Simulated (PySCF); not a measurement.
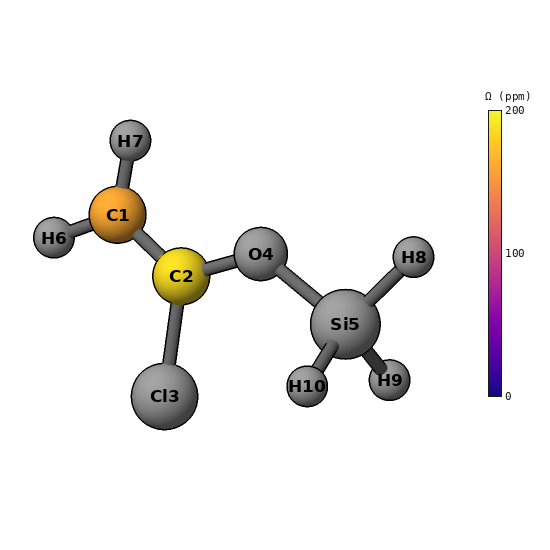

The C atoms are coloured by the span of their shielding tensor. The geometry was computed by an optimisation with PBE0-D3(BJ)/def2-SVP. No frequency run is at hand to confirm it as a minimum. Method: GIAO HF/pcSseg-2 NMR shielding, non-relativistic, gas phase (PySCF 2.14.0). Principal shieldings σ11 ≤ σ22 ≤ σ33, span Ω = σ33 − σ11, skew κ = 3(σiso − σ22)/Ω.

### Which C atom has the most anisotropic shielding?

C2, with a span of 187 ppm.

Give the shielding tensors of the C atoms.

```csv
atom,σ11,σ22,σ33,σiso,Ω,κ
C1,−6.4,135.4,155.3,94.7,161.7,−0.75
C2,−90.0,88.5,96.8,31.8,186.8,−0.91
```

Shieldings and span in ppm.
